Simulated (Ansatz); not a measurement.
## Fields on a plane of CuI (zinc blende)

```xyz
2
Lattice="0.0000 2.9695 2.9695 2.9695 0.0000 2.9695 2.9695 2.9695 0.0000" Properties=species:S:1:pos:R:3 pbc="T T T"
I      4.4543     4.4543     4.4543
Cu     0.0000     0.0000     0.0000
```

The slice is a {110} plane (indices of the conventional cell) through the point (0.000, 0.000, 0.000) (fractional), spanned by u = [100] and v = [1 -1 -1] in vectors of this cell: u (4.20 Å) and v (5.94 Å, at 90° to u). It covers one period; positions are fractions (u, v).

Atoms on it: I at (0.50, 0.25); Cu at (0.00, 0.00).

Level of theory: PBEsol (plane waves to 420 eV, PAW, scalar-relativistic; Ansatz, a first-principles code). k mesh 10×10×10. Near the nuclei the fields are pseudised (PAW); where an atom keeps semicore shells as valence, they peak there. CuI is run without spin polarisation. CuI was relaxed with its symmetry unable to fall. Spin-orbit coupling is left out, though I is heavy. The PAW data are Ansatz's earlier set.

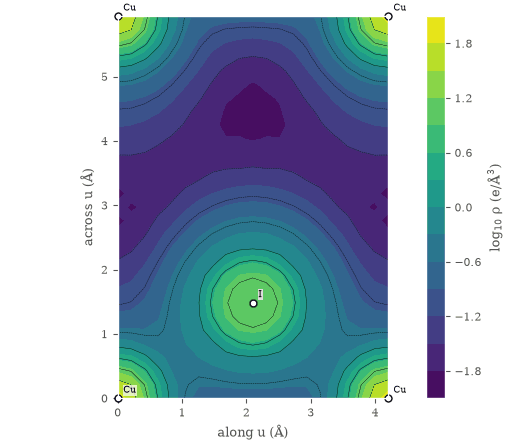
Figure: Log₁₀ of the valence density in e/Å³, one period of the plane, atoms marked. The scale is logarithmic, as a density can span decades between atoms and voids.

```
|xxx222223444322222xx|
|xx22222211111222222x|
|22222221100011222222|
|22222211000001122222|
|22222110000000112222|
|22221100000000011222|
|11111000000000001111|
|11100000000000000011|
|00000000000000000000|
|00000000000000000000|
|00000000000000000000|
|00000000111110000000|
|00000012344432100000|
|00001245677765421000|
|00012478999998742100|
|00025799999999975200|
|00147999887889997410|
|00258998655568998520|
|013699864xxx46899631|
|11379975xxxxx5799731|
|12479974xxxxx4799742|
|22369985xxxxx5899632|
|222379964xxx46997422|
|22224898655568984222|
|22212699987899962122|
|xx21237999999973212x|
|xxx122479999974221xx|
|xxx222246777642222xx|
```
Scale: ten equal steps from 0.01 (start of '0') to 0.70 (end of '9'), in the order '0123456789'. Values: electron localisation function (ELF). The map has 20 points along u (one character each, u = 0 at the left) and 28 along v (v = 0 in the bottom row). Points within 0.5 Å of a nucleus are blanked (x), as the pseudised field means little there.

| Item | Value |
|---|---|
| Density on the I–Cu line (2.57 Å) at its density minimum, 1.4 Å from I | 0.40 e/Å³ |
| ELF at that point | 0.3 |
| ELF maximum in the middle third of the I–Cu line | 0.70, 1.1 Å from I |
